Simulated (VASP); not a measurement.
Band structure of TlCl (space group Fm-3m). These are LDA (Ceperley-Alder, Perdew-Zunger), VASP's LDA PAW potentials (set 64) (plane waves; VASP) values and carry that method's errors.

Unless said otherwise, spin-orbit coupling is left out, though it shifts the bands of the heavy elements here.

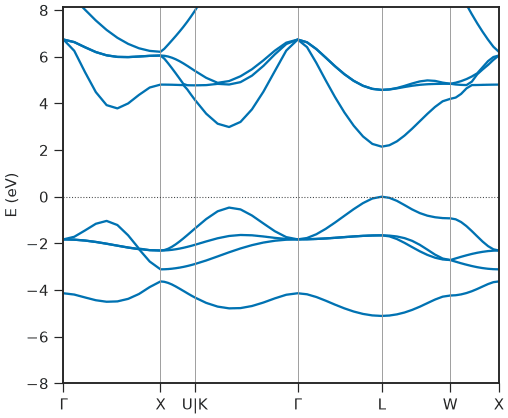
Fig. 1. Bands along high-symmetry lines, zero at the valence-band maximum or, without a gap, the Fermi level

Question: Read the plot: is there a gap, and where are the band edges?

Answer: The gap is direct, 2.15 eV, from the valence maximum at L to the conduction minimum at L.

The structure comes from a computed database's TlCl entry (Fm-3m); how it stands against other phases isn't given here. The cell was not relaxed at this level.
